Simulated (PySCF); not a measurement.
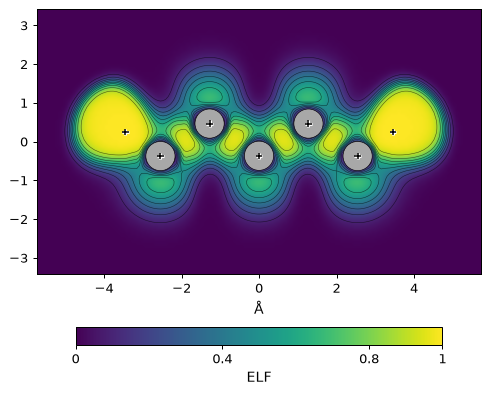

The ELF on a plane through atoms (crosses mark nuclei in the plane; grey discs cover the cores).

Method: DFT single point, gas phase, functional PBE0 (PySCF).

Candidates:
A. CHO (charge −1)
B. C₅H₁₂
C. CuF₂ (charge +1, triplet)

> Which system is this?

Candidate B: C₅H₁₂ on the plane of atoms C4, C5 and H16, which holds C and H. C–C (1.52 Å): the ELF peaks at about 0.95 between the atoms; a shared electron pair. C–H (1.10 Å): the ELF climbs to about 1 towards the hydrogen, as it does in any bond to H; an ordinary covalent bond to hydrogen.
